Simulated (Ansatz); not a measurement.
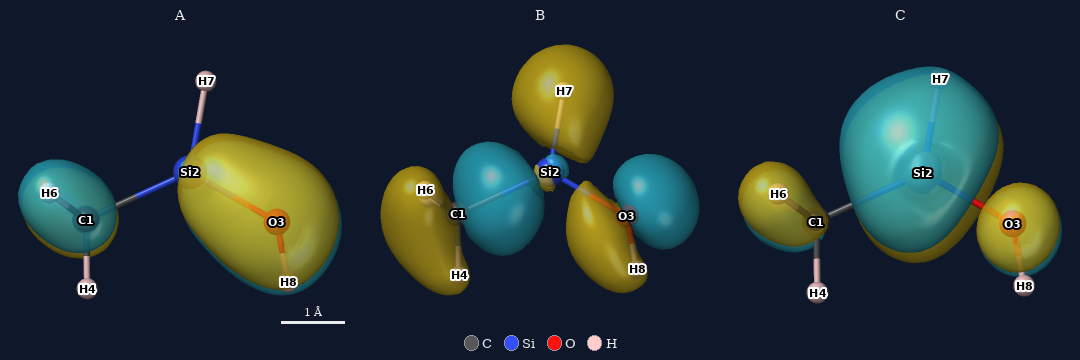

Figure. CH5OSi (SMILES C[SiH]=[OH+]) (charge +1). Three frontier orbitals at ±0.1 Å⁻³ᐟ² (yellow and cyan are the two phases), in no order.

Level of theory: Ansatz, RKS r2SCAN/def2-SVP.

```xyz
8

C    -0.6195    0.8390   -0.3587
Si    0.7292   -0.2225    0.2291
O     0.6001   -1.7711    0.5897
H    -1.5829    0.3161   -0.4542
H    -0.3352    1.2704   -1.3372
H    -0.7307    1.6939    0.3350
H     2.1100    0.2344    0.4406
H    -0.1710   -2.3602    0.5558
```

Question: Order the three orbitals by energy and name them.

Answer: A is the HOMO−1 (−15.42 eV). It lies mainly on O3 (about 70 %); largely a lone pair of O3. B is the HOMO (−14.53 eV). By Hirshfeld shares it lies mainly on O3 (about 35 %), C1 (about 25 %), Si2 (about 20 %) and H7 (about 10 %). C is the LUMO (−8.48 eV). It lies mainly on Si2 (about 70 %), O3 (about 15 %) and C1 (about 5 %).

Question: What is the HOMO–LUMO gap?

Answer: 6.05 eV between the orbital energies.
